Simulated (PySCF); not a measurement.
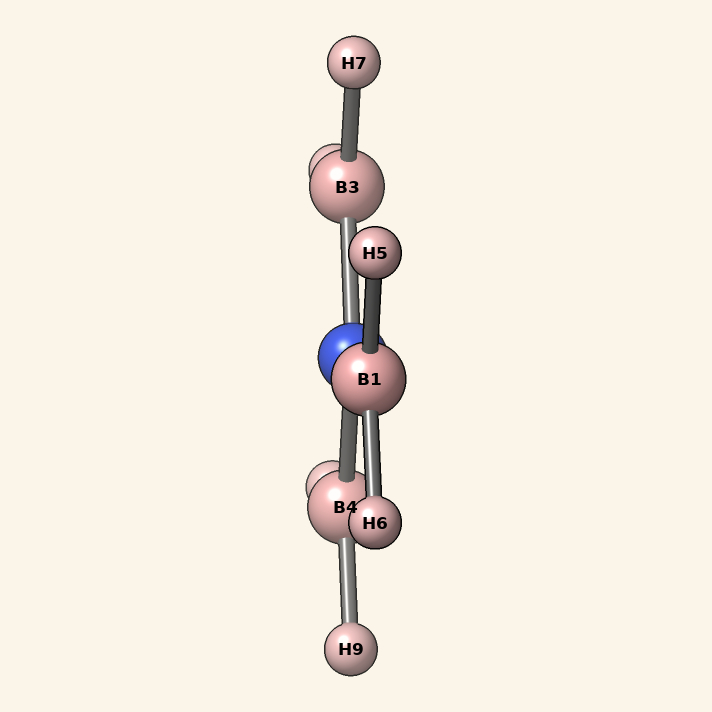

N2 lies behind B1. The molecule seen nearly along the B1–N2 bond, B1 in front. Distant atoms are faded towards the background colour. The computed structure is the end point of a PBE0-D3(BJ)/def2-SVP optimisation. No frequency run is at hand to confirm it as a minimum.

What is the torsion angle H5–B1–N2–B3? The sign is positive where the front bond must turn clockwise to cover the back bond.

1°, synperiplanar (eclipsed).
